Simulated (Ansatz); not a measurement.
SnS (rock salt)

```
CELL_PARAMETERS angstrom
      0.00000     2.87186     2.87186
      2.87186     0.00000     2.87186
      2.87186     2.87186     0.00000
ATOMIC_POSITIONS crystal
  Sn 0.50000 0.50000 0.50000
  S  0.00000 0.00000 0.00000
```

The volume is varied about the relaxed value V₀ at fixed cell shape. Symmetry pins the atoms to their sites.

Method: PBEsol (plane waves to 420 eV, PAW, scalar-relativistic; Ansatz, a quantum-chemistry and plane-wave program). k mesh 10×10×10 (Γ-centred), Fermi-Dirac smearing 0.05 eV. Energies are smeared free energies. SnS was relaxed with its symmetry unable to fall. This is one of several known forms of SnS; the measured ambient cells at hand have space group No. 62. The zero of ΔE is the relaxed starting cell.

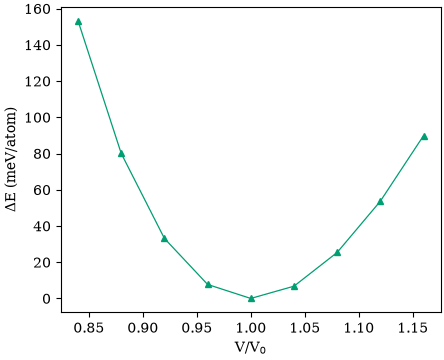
Fig. 1. ΔE (meV/atom) against V/V₀; one marker a computed point.

Task: What is ΔE at V/V₀ = 1.160?

Result: About 90 meV/atom.

Task: What is ΔE at V/V₀ = 0.840?

Result: About 150 meV/atom.

Task: What bulk modulus B₀ follows from a third-order Birch-Murnaghan fit?

Result: About 61 GPa.

(A scan under strain: stresses follow from slopes of the energy per volume, elastic moduli from its curvatures.)
